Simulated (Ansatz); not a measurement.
# Molecular dynamics of CH$_{2}$AlFSe (part 2 of 2)

Continued. System: CH$_{2}$AlFSe. Method: RKS revPBE-d3bjatm/def2-SVP (Ansatz 0.2.0). The geometry comes from this level: PBE0-D4/def2-TZVP.

Geometry of the input (Å):
```
F  0.1894  -2.3132  0.1017
C  -0.1174  -1.0561  -0.0536
Al 0.3500  0.8447  0.1404
Se -1.6652  -0.5249  -0.7709
H  1.2297  1.4792  -1.0085
H  0.0556  1.5063  1.5447
```

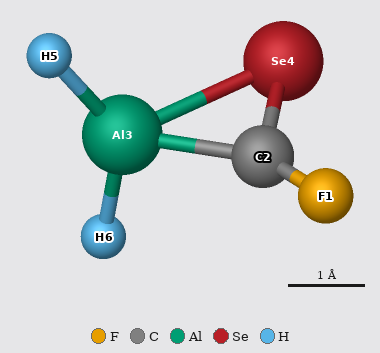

*The geometry at step 31 of the log (ball-and-stick view, seen at a tilt; atoms are numbered from 1 in the order of the input).*

## Trajectory as extended XYZ, continued
```
6
Properties=species:S:1:pos:R:3:forces:R:3 step=11 time_fs=5.5 energy=-75710.95642 temperature=1009.7
F     0.2495   -2.3346    0.1222   -0.5838   1.1072  -0.1278
C    -0.1322   -1.0374   -0.0228    0.8448  -2.2128  -0.0539
Al    0.3352    0.8162    0.1197   -0.3397  -0.2382   0.5839
Se   -1.6708   -0.5079   -0.7742   -0.7371  -0.1892  -0.3073
H     1.1957    1.3890   -0.9514    0.9735   0.8024  -1.1589
H    -0.0269    1.2114    1.5410   -0.1577   0.7305   1.0639
6
Properties=species:S:1:pos:R:3:forces:R:3 step=12 time_fs=6.0 energy=-75710.99268 temperature=1079.1
F     0.2547   -2.3361    0.1240   -0.6360   1.1891  -0.1379
C    -0.1326   -1.0377   -0.0200    0.8433  -2.3088  -0.0936
Al    0.3335    0.8132    0.1181   -0.1621   0.0451   0.5854
Se   -1.6715   -0.5064   -0.7745   -0.6958  -0.2278  -0.2851
H     1.2101    1.3944   -0.9680    0.7242   0.6395  -0.8358
H    -0.0383    1.1958    1.5610   -0.0735   0.6630   0.7669
6
Properties=species:S:1:pos:R:3:forces:R:3 step=13 time_fs=6.5 energy=-75711.01815 temperature=1128.1
F     0.2598   -2.3374    0.1258   -0.6835   1.2539  -0.1461
C    -0.1328   -1.0384   -0.0171    0.8359  -2.3781  -0.1341
Al    0.3319    0.8103    0.1165    0.0175   0.3243   0.5878
Se   -1.6722   -0.5049   -0.7749   -0.6503  -0.2667  -0.2610
H     1.2262    1.4014   -0.9866    0.4663   0.4703  -0.5059
H    -0.0498    1.1817    1.5827    0.0142   0.5963   0.4592
6
Properties=species:S:1:pos:R:3:forces:R:3 step=14 time_fs=7.0 energy=-75711.02802 temperature=1147.3
F     0.2648   -2.3385    0.1275   -0.7262   1.3016  -0.1528
C    -0.1329   -1.0396   -0.0143    0.8230  -2.4204  -0.1750
Al    0.3302    0.8073    0.1150    0.1876   0.5850   0.5939
Se   -1.6729   -0.5034   -0.7753   -0.6011  -0.3060  -0.2351
H     1.2435    1.4094   -1.0064    0.2160   0.3055  -0.1891
H    -0.0613    1.1691    1.6056    0.1007   0.5343   0.1581
6
Properties=species:S:1:pos:R:3:forces:R:3 step=15 time_fs=7.5 energy=-75711.02071 temperature=1133.6
F     0.2698   -2.3395    0.1293   -0.7641   1.3321  -0.1580
C    -0.1328   -1.0413   -0.0115    0.8050  -2.4355  -0.2161
Al    0.3286    0.8045    0.1135    0.3407   0.8178   0.6047
Se   -1.6736   -0.5018   -0.7756   -0.5484  -0.3458  -0.2078
H     1.2613    1.4182   -1.0266   -0.0155   0.1523   0.1009
H    -0.0726    1.1578    1.6288    0.1823   0.4791  -0.1237
6
Properties=species:S:1:pos:R:3:forces:R:3 step=16 time_fs=8.0 energy=-75710.99742 temperature=1089.2
F     0.2746   -2.3403    0.1310   -0.7971   1.3453  -0.1617
C    -0.1325   -1.0435   -0.0088    0.7822  -2.4232  -0.2572
Al    0.3270    0.8016    0.1121    0.4727   1.0174   0.6198
Se   -1.6743   -0.5003   -0.7760   -0.4926  -0.3860  -0.1791
H     1.2791    1.4274   -1.0466   -0.2216   0.0151   0.3564
H    -0.0834    1.1477    1.6518    0.2565   0.4315  -0.3782
6
Properties=species:S:1:pos:R:3:forces:R:3 step=17 time_fs=8.5 energy=-75710.96126 temperature=1020.1
F     0.2794   -2.3410    0.1327   -0.8252   1.3409  -0.1642
C    -0.1321   -1.0462   -0.0061    0.7547  -2.3834  -0.2980
Al    0.3254    0.7989    0.1108    0.5824   1.1821   0.6381
Se   -1.6751   -0.4989   -0.7764   -0.4344  -0.4269  -0.1493
H     1.2963    1.4366   -1.0658   -0.3994  -0.1044   0.5746
H    -0.0936    1.1385    1.6738    0.3220   0.3917  -0.6011
6
Properties=species:S:1:pos:R:3:forces:R:3 step=18 time_fs=9.0 energy=-75710.91635 temperature=934.0
F     0.2840   -2.3414    0.1344   -0.8483   1.3187  -0.1655
C    -0.1315   -1.0493   -0.0034    0.7227  -2.3162  -0.3385
Al    0.3239    0.7963    0.1095    0.6703   1.3127   0.6581
Se   -1.6759   -0.4974   -0.7768   -0.3741  -0.4683  -0.1187
H     1.3126    1.4455   -1.0836   -0.5489  -0.2059   0.7559
H    -0.1031    1.1303    1.6945    0.3783   0.3590  -0.7913
6
Properties=species:S:1:pos:R:3:forces:R:3 step=19 time_fs=9.5 energy=-75710.86710 temperature=839.6
F     0.2885   -2.3417    0.1361   -0.8661   1.2784  -0.1657
C    -0.1308   -1.0530   -0.0009    0.6863  -2.2218  -0.3787
Al    0.3224    0.7938    0.1082    0.7381   1.4113   0.6783
Se   -1.6767   -0.4959   -0.7772   -0.3122  -0.5104  -0.0874
H     1.3276    1.4540   -1.0996   -0.6716  -0.2904   0.9028
H    -0.1116    1.1230    1.7132    0.4255   0.3329  -0.9494
6
Properties=species:S:1:pos:R:3:forces:R:3 step=20 time_fs=10.0 energy=-75710.81773 temperature=744.8
F     0.2929   -2.3419    0.1377   -0.8785   1.2197  -0.1647
C    -0.1299   -1.0570    0.0016    0.6457  -2.1004  -0.4185
Al    0.3210    0.7915    0.1071    0.7881   1.4807   0.6976
Se   -1.6775   -0.4945   -0.7776   -0.2492  -0.5531  -0.0557
H     1.3409    1.4617   -1.1134   -0.7700  -0.3595   1.0187
H    -0.1192    1.1164    1.7296    0.4639   0.3125  -1.0774
6
Properties=species:S:1:pos:R:3:forces:R:3 step=21 time_fs=10.5 energy=-75710.77188 temperature=656.7
F     0.2972   -2.3419    0.1393   -0.8852   1.1425  -0.1627
C    -0.1290   -1.0615    0.0040    0.6008  -1.9525  -0.4580
Al    0.3197    0.7892    0.1059    0.8225   1.5239   0.7149
Se   -1.6783   -0.4931   -0.7780   -0.1856  -0.5964  -0.0238
H     1.3525    1.4686   -1.1248   -0.8467  -0.4146   1.1072
H    -0.1256    1.1106    1.7435    0.4942   0.2971  -1.1777
6
Properties=species:S:1:pos:R:3:forces:R:3 step=22 time_fs=11.0 energy=-75710.73251 temperature=581.0
F     0.3014   -2.3417    0.1410   -0.8861   1.0465  -0.1595
C    -0.1279   -1.0664    0.0063    0.5515  -1.7786  -0.4970
Al    0.3185    0.7871    0.1049    0.8436   1.5440   0.7297
Se   -1.6791   -0.4916   -0.7784   -0.1219  -0.6402   0.0080
H     1.3620    1.4745   -1.1335   -0.9043  -0.4575   1.1719
H    -0.1308    1.1056    1.7546    0.5171   0.2859  -1.2530
6
Properties=species:S:1:pos:R:3:forces:R:3 step=23 time_fs=11.5 energy=-75710.70180 temperature=522.0
F     0.3055   -2.3414    0.1425   -0.8808   0.9316  -0.1553
C    -0.1266   -1.0716    0.0085    0.4978  -1.5798  -0.5357
Al    0.3173    0.7852    0.1039    0.8534   1.5438   0.7414
Se   -1.6799   -0.4903   -0.7789   -0.0585  -0.6845   0.0395
H     1.3693    1.4793   -1.1395   -0.9451  -0.4895   1.2156
H    -0.1348    1.1012    1.7626    0.5333   0.2784  -1.3054
6
Properties=species:S:1:pos:R:3:forces:R:3 step=24 time_fs=12.0 energy=-75710.68122 temperature=482.5
F     0.3095   -2.3410    0.1441   -0.8692   0.7979  -0.1500
C    -0.1253   -1.0772    0.0106    0.4398  -1.3570  -0.5740
Al    0.3162    0.7834    0.1030    0.8533   1.5258   0.7498
Se   -1.6807   -0.4889   -0.7793    0.0039  -0.7291   0.0704
H     1.3744    1.4830   -1.1425   -0.9710  -0.5118   1.2408
H    -0.1375    1.0974    1.7676    0.5431   0.2742  -1.3369
6
Properties=species:S:1:pos:R:3:forces:R:3 step=25 time_fs=12.5 energy=-75710.67151 temperature=463.9
F     0.3134   -2.3405    0.1457   -0.8512   0.6460  -0.1436
C    -0.1239   -1.0830    0.0126    0.3773  -1.1118  -0.6118
Al    0.3152    0.7817    0.1021    0.8448   1.4920   0.7546
Se   -1.6815   -0.4875   -0.7797    0.0651  -0.7740   0.1005
H     1.3771    1.4854   -1.1426   -0.9830  -0.5252   1.2491
H    -0.1390    1.0943    1.7693    0.5471   0.2730  -1.3488
6
Properties=species:S:1:pos:R:3:forces:R:3 step=26 time_fs=13.0 energy=-75710.67280 temperature=466.6
F     0.3171   -2.3399    0.1472   -0.8268   0.4763  -0.1361
C    -0.1224   -1.0891    0.0145    0.3103  -0.8460  -0.6490
Al    0.3142    0.7801    0.1013    0.8284   1.4438   0.7556
Se   -1.6823   -0.4862   -0.7801    0.1246  -0.8189   0.1295
H     1.3775    1.4866   -1.1397   -0.9818  -0.5298   1.2414
H    -0.1391    1.0919    1.7678    0.5452   0.2747  -1.3415
6
Properties=species:S:1:pos:R:3:forces:R:3 step=27 time_fs=13.5 energy=-75710.68458 temperature=489.5
F     0.3208   -2.3392    0.1487   -0.7960   0.2901  -0.1276
C    -0.1209   -1.0953    0.0162    0.2392  -0.5620  -0.6854
Al    0.3134    0.7787    0.1006    0.8044   1.3821   0.7530
Se   -1.6831   -0.4849   -0.7805    0.1820  -0.8638   0.1574
H     1.3756    1.4864   -1.1338   -0.9673  -0.5257   1.2174
H    -0.1379    1.0901    1.7632    0.5376   0.2793  -1.3148
6
Properties=species:S:1:pos:R:3:forces:R:3 step=28 time_fs=14.0 energy=-75710.70580 temperature=530.6
F     0.3243   -2.3385    0.1502   -0.7591   0.0890  -0.1182
C    -0.1193   -1.1016    0.0178    0.1641  -0.2624  -0.7209
Al    0.3126    0.7774    0.1000    0.7727   1.3072   0.7465
Se   -1.6839   -0.4836   -0.7809    0.2370  -0.9085   0.1839
H     1.3713    1.4851   -1.1249   -0.9385  -0.5122   1.1764
H    -0.1354    1.0890    1.7553    0.5238   0.2869  -1.2677
6
Properties=species:S:1:pos:R:3:forces:R:3 step=29 time_fs=14.5 energy=-75710.73477 temperature=586.7
F     0.3278   -2.3378    0.1517   -0.7168  -0.1247  -0.1079
C    -0.1177   -1.1080    0.0193    0.0855   0.0492  -0.7553
Al    0.3118    0.7762    0.0994    0.7324   1.2187   0.7364
Se   -1.6847   -0.4824   -0.7812    0.2894  -0.9527   0.2089
H     1.3648    1.4825   -1.1133   -0.8939  -0.4883   1.1166
H    -0.1317    1.0886    1.7444    0.5034   0.2978  -1.1986
6
Properties=species:S:1:pos:R:3:forces:R:3 step=30 time_fs=15.0 energy=-75710.76923 temperature=653.3
F     0.3312   -2.3371    0.1531   -0.6696  -0.3482  -0.0969
C    -0.1160   -1.1144    0.0206    0.0041   0.3690  -0.7883
Al    0.3112    0.7751    0.0989    0.6823   1.1158   0.7226
Se   -1.6855   -0.4812   -0.7816    0.3388  -0.9963   0.2322
H     1.3561    1.4787   -1.0990   -0.8315  -0.4526   1.0358
H    -0.1268    1.0889    1.7307    0.4759   0.3124  -1.1054
6
Properties=species:S:1:pos:R:3:forces:R:3 step=31 time_fs=15.5 energy=-75710.80632 temperature=725.1
F     0.3344   -2.3365    0.1546   -0.6186  -0.5780  -0.0855
C    -0.1144   -1.1207    0.0217   -0.0791   0.6923  -0.8194
Al    0.3106    0.7741    0.0984    0.6209   0.9969   0.7055
Se   -1.6863   -0.4800   -0.7820    0.3851  -1.0390   0.2539
H     1.3455    1.4739   -1.0822   -0.7487  -0.4033   0.9311
H    -0.1207    1.0899    1.7143    0.4405   0.3311  -0.9856
6
Properties=species:S:1:pos:R:3:forces:R:3 step=32 time_fs=16.0 energy=-75710.84261 temperature=795.3
F     0.3376   -2.3359    0.1561   -0.5652  -0.8096  -0.0739
C    -0.1128   -1.1269    0.0227   -0.1630   1.0140  -0.8483
Al    0.3100    0.7733    0.0980    0.5460   0.8602   0.6856
Se   -1.6870   -0.4788   -0.7824    0.4282  -1.0808   0.2737
H     1.3331    1.4681   -1.0632   -0.6427  -0.3385   0.7996
H    -0.1136    1.0918    1.6955    0.3966   0.3547  -0.8367
6
Properties=species:S:1:pos:R:3:forces:R:3 step=33 time_fs=16.5 energy=-75710.87425 temperature=856.5
F     0.3408   -2.3355    0.1575   -0.5109  -1.0382  -0.0625
C    -0.1112   -1.1329    0.0235   -0.2461   1.3284  -0.8745
Al    0.3095    0.7724    0.0977    0.4556   0.7035   0.6634
Se   -1.6878   -0.4777   -0.7827    0.4681  -1.1213   0.2918
H     1.3191    1.4615   -1.0422   -0.5106  -0.2561   0.6381
H    -0.1055    1.0944    1.6747    0.3438   0.3838  -0.6564
6
Properties=species:S:1:pos:R:3:forces:R:3 step=34 time_fs=17.0 energy=-75710.89714 temperature=900.8
F     0.3438   -2.3351    0.1589   -0.4576  -1.2582  -0.0516
C    -0.1096   -1.1386    0.0242   -0.3267   1.6293  -0.8975
Al    0.3091    0.7717    0.0974    0.3477   0.5248   0.6401
Se   -1.6885   -0.4766   -0.7831    0.5049  -1.1603   0.3082
H     1.3039    1.4542   -1.0198   -0.3500  -0.1544   0.4444
H    -0.0966    1.0980    1.6524    0.2817   0.4189  -0.4435
6
Properties=species:S:1:pos:R:3:forces:R:3 step=35 time_fs=17.5 energy=-75710.90739 temperature=920.9
F     0.3469   -2.3349    0.1603   -0.4073  -1.4638  -0.0419
C    -0.1081   -1.1440    0.0246   -0.4029   1.9104  -0.9168
Al    0.3086    0.7710    0.0972    0.2206   0.3227   0.6168
Se   -1.6892   -0.4756   -0.7834    0.5385  -1.1978   0.3229
H     1.2878    1.4466   -0.9962   -0.1597  -0.0321   0.2173
H    -0.0870    1.1026    1.6290    0.2107   0.4606  -0.1983
6
Properties=species:S:1:pos:R:3:forces:R:3 step=36 time_fs=18.0 energy=-75710.90186 temperature=910.6
F     0.3498   -2.3349    0.1618   -0.3620  -1.6490  -0.0338
C    -0.1067   -1.1490    0.0249   -0.4728   2.1654  -0.9318
Al    0.3082    0.7703    0.0970    0.0741   0.0974   0.5952
Se   -1.6899   -0.4745   -0.7837    0.5693  -1.2333   0.3360
H     1.2714    1.4389   -0.9721    0.0598   0.1105  -0.0419
H    -0.0769    1.1084    1.6051    0.1318   0.5091   0.0763
6
Properties=species:S:1:pos:R:3:forces:R:3 step=37 time_fs=18.5 energy=-75710.87891 temperature=866.9
F     0.3527   -2.3352    0.1632   -0.3241  -1.8078  -0.0278
C    -0.1054   -1.1535    0.0250   -0.5345   2.3882  -0.9421
Al    0.3078    0.7697    0.0969   -0.0900  -0.1482   0.5768
Se   -1.6906   -0.4736   -0.7841    0.5973  -1.2669   0.3478
H     1.2551    1.4315   -0.9481    0.3044   0.2711  -0.3282
H    -0.0665    1.1153    1.5813    0.0470   0.5636   0.3736
6
Properties=species:S:1:pos:R:3:forces:R:3 step=38 time_fs=19.0 energy=-75710.83927 temperature=791.2
F     0.3556   -2.3356    0.1646   -0.2955  -1.9349  -0.0245
C    -0.1042   -1.1576    0.0249   -0.5861   2.5732  -0.9471
Al    0.3074    0.7690    0.0969   -0.2668  -0.4074   0.5627
Se   -1.6913   -0.4726   -0.7844    0.6228  -1.2982   0.3582
H     1.2395    1.4247   -0.9249    0.5661   0.4445  -0.6319
H    -0.0560    1.1236    1.5585   -0.0405   0.6228   0.6827
6
Properties=species:S:1:pos:R:3:forces:R:3 step=39 time_fs=19.5 energy=-75710.78665 temperature=690.8
F     0.3585   -2.3363    0.1660   -0.2780  -2.0256  -0.0244
C    -0.1031   -1.1612    0.0246   -0.6260   2.7158  -0.9465
Al    0.3070    0.7683    0.0969   -0.4473  -0.6686   0.5532
Se   -1.6920   -0.4717   -0.7847    0.6461  -1.3272   0.3675
H     1.2252    1.4190   -0.9032    0.8315   0.6217  -0.9379
H    -0.0455    1.1333    1.5373   -0.1264   0.6838   0.9882
6
Properties=species:S:1:pos:R:3:forces:R:3 step=40 time_fs=20.0 energy=-75710.72791 temperature=578.9
F     0.3613   -2.3373    0.1674   -0.2730  -2.0763  -0.0279
C    -0.1022   -1.1642    0.0241   -0.6530   2.8125  -0.9400
Al    0.3065    0.7675    0.0969   -0.6185  -0.9148   0.5479
Se   -1.6926   -0.4709   -0.7850    0.6674  -1.3538   0.3758
H     1.2130    1.4147   -0.8837    1.0826   0.7902  -1.2259
H    -0.0354    1.1448    1.5184   -0.2055   0.7423   1.2702
6
Properties=species:S:1:pos:R:3:forces:R:3 step=41 time_fs=20.5 energy=-75710.67237 temperature=473.1
F     0.3640   -2.3385    0.1688   -0.2815  -2.0848  -0.0354
C    -0.1014   -1.1667    0.0234   -0.6662   2.8609  -0.9275
Al    0.3060    0.7666    0.0970   -0.7643  -1.1250   0.5450
Se   -1.6932   -0.4700   -0.7852    0.6869  -1.3778   0.3831
H     1.2033    1.4124   -0.8672    1.2975   0.9345  -1.4722
H    -0.0257    1.1580    1.5026   -0.2724   0.7923   1.5068
6
Properties=species:S:1:pos:R:3:forces:R:3 step=42 time_fs=21.0 energy=-75710.63018 temperature=393.0
F     0.3668   -2.3399    0.1702   -0.3038  -2.0505  -0.0470
C    -0.1007   -1.1686    0.0226   -0.6654   2.8603  -0.9088
Al    0.3054    0.7657    0.0971   -0.8675  -1.2761   0.5426
Se   -1.6938   -0.4693   -0.7855    0.7047  -1.3993   0.3897
H     1.1968    1.4123   -0.8542    1.4542   1.0384  -1.6534
H    -0.0167    1.1731    1.4903   -0.3222   0.8272   1.6768
6
Properties=species:S:1:pos:R:3:forces:R:3 step=43 time_fs=21.5 energy=-75710.60989 temperature=354.7
F     0.3695   -2.3417    0.1716   -0.3398  -1.9740  -0.0629
C    -0.1001   -1.1699    0.0215   -0.6508   2.8114  -0.8841
Al    0.3047    0.7646    0.0973   -0.9134  -1.3473   0.5390
Se   -1.6944   -0.4685   -0.7858    0.7210  -1.4182   0.3955
H     1.1937    1.4147   -0.8451    1.5345   1.0882  -1.7507
H    -0.0085    1.1901    1.4821   -0.3514   0.8400   1.7632
6
Properties=species:S:1:pos:R:3:forces:R:3 step=44 time_fs=22.0 energy=-75710.61619 temperature=367.1
F     0.3722   -2.3437    0.1730   -0.3888  -1.8577  -0.0830
C    -0.0997   -1.1707    0.0203   -0.6231   2.7163  -0.8538
Al    0.3039    0.7634    0.0976   -0.8933  -1.3246   0.5339
Se   -1.6949   -0.4678   -0.7860    0.7357  -1.4346   0.4006
H     1.1943    1.4196   -0.8402    1.5283   1.0755  -1.7544
H    -0.0011    1.2092    1.4781   -0.3588   0.8251   1.7568
6
Properties=species:S:1:pos:R:3:forces:R:3 step=45 time_fs=22.5 energy=-75710.64834 temperature=429.0
F     0.3748   -2.3459    0.1744   -0.4495  -1.7052  -0.1072
C    -0.0994   -1.1709    0.0189   -0.5836   2.5786  -0.8183
Al    0.3031    0.7621    0.0978   -0.8064  -1.2036   0.5285
Se   -1.6954   -0.4672   -0.7862    0.7488  -1.4485   0.4050
H     1.1985    1.4272   -0.8395    1.4361   0.9996  -1.6665
H     0.0055    1.2303    1.4783   -0.3455   0.7792   1.6584
6
Properties=species:S:1:pos:R:3:forces:R:3 step=46 time_fs=23.0 energy=-75710.70038 temperature=528.9
F     0.3773   -2.3484    0.1758   -0.5203  -1.5212  -0.1350
C    -0.0992   -1.1706    0.0174   -0.5338   2.4028  -0.7781
Al    0.3022    0.7607    0.0982   -0.6604  -0.9914   0.5255
Se   -1.6959   -0.4666   -0.7864    0.7604  -1.4600   0.4086
H     1.2062    1.4371   -0.8428    1.2691   0.8676  -1.4994
H     0.0112    1.2533    1.4825   -0.3150   0.7021   1.4784
6
Properties=species:S:1:pos:R:3:forces:R:3 step=47 time_fs=23.5 energy=-75710.76267 temperature=648.7
F     0.3798   -2.3510    0.1771   -0.5992  -1.3111  -0.1661
C    -0.0991   -1.1698    0.0157   -0.4756   2.1945  -0.7337
Al    0.3012    0.7592    0.0986   -0.4695  -0.7039   0.5274
Se   -1.6964   -0.4660   -0.7866    0.7702  -1.4693   0.4114
H     1.2169    1.4492   -0.8497    1.0460   0.6929  -1.2738
H     0.0161    1.2780    1.4902   -0.2719   0.5969   1.2347
6
Properties=species:S:1:pos:R:3:forces:R:3 step=48 time_fs=24.0 energy=-75710.82439 temperature=767.8
F     0.3822   -2.3538    0.1784   -0.6842  -1.0808  -0.1998
C    -0.0991   -1.1686    0.0138   -0.4109   1.9596  -0.6860
Al    0.3002    0.7576    0.0990   -0.2507  -0.3634   0.5362
Se   -1.6969   -0.4655   -0.7868    0.7784  -1.4765   0.4134
H     1.2302    1.4629   -0.8596    0.7890   0.4918  -1.0131
H     0.0205    1.3041    1.5008   -0.2216   0.4694   0.9493
6
Properties=species:S:1:pos:R:3:forces:R:3 step=49 time_fs=24.5 energy=-75710.87592 temperature=867.6
F     0.3846   -2.3568    0.1797   -0.7730  -0.8365  -0.2357
C    -0.0992   -1.1669    0.0118   -0.3419   1.7045  -0.6357
Al    0.2992    0.7560    0.0995   -0.0206   0.0069   0.5520
Se   -1.6973   -0.4650   -0.7870    0.7848  -1.4818   0.4145
H     1.2453    1.4778   -0.8720    0.5197   0.2803  -0.7397
H     0.0243    1.3313    1.5138   -0.1690   0.3266   0.6445
6
Properties=species:S:1:pos:R:3:forces:R:3 step=50 time_fs=25.0 energy=-75710.91044 temperature=935.1
F     0.3868   -2.3598    0.1810   -0.8635  -0.5841  -0.2730
C    -0.0994   -1.1650    0.0097   -0.2705   1.4354  -0.5833
Al    0.2981    0.7544    0.1000    0.2068   0.3854   0.5738
Se   -1.6977   -0.4646   -0.7872    0.7893  -1.4852   0.4147
H     1.2617    1.4933   -0.8861    0.2559   0.0723  -0.4720
H     0.0276    1.3593    1.5283   -0.1180   0.1762   0.3398
```
